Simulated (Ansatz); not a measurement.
Relaxed Na (bcc, W type):

```
Na
1.0
   -4.19680     4.19680     4.19680
    0.00000     0.00000     4.19680
    0.00000     4.19680     0.00000
Na
2
Direct
  0.00000   0.00000   0.00000
  0.50000   0.00000   0.00000
```

The atoms are displaced by Q × the pattern below (from a DFPT mode at H = (0.5, 0.5, 0.5), largest move 1; Q in Å), at fixed cell. It is one choice among 3 degenerate patterns. (q is in reciprocal vectors of the primitive cell; the cell shown is doubled to hold the pattern.)

```tsv
atom	x	y	z
Na1	0.000	0.000	-1.000
Na2	0.000	0.000	1.000
```

Computed with PBE (plane waves to 420 eV, PAW, scalar-relativistic; Ansatz, an electronic-structure program). k mesh 16×16×16 (Γ-centred), Fermi-Dirac smearing 0.05 eV. E stands for the smeared free energy. With partly filled bands, energies and forces of such displacements shift with the k mesh and the smearing. Na was relaxed with its symmetry unable to fall. The PAW data are Ansatz's earlier set. ΔE is measured from the undisplaced structure.

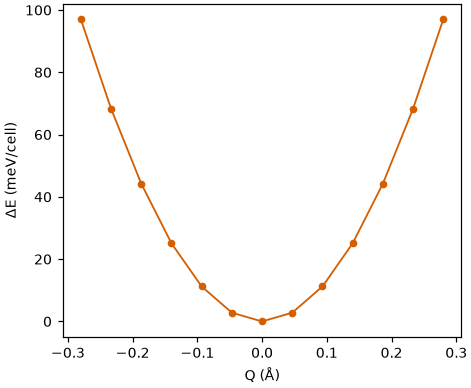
*ΔE (meV/cell) against Q (Å); computed points joined by lines.*

Problem. What is the energy change at Q = 0.280 Å?

Solution. About 97 meV/cell.

Problem. What harmonic wavenumber does the curvature at Q = 0 give?

Solution. About 120 cm⁻¹.

(For displaced atoms, the force is minus the slope of the energy, and its curvature is a force constant, which sets phonon frequencies.)
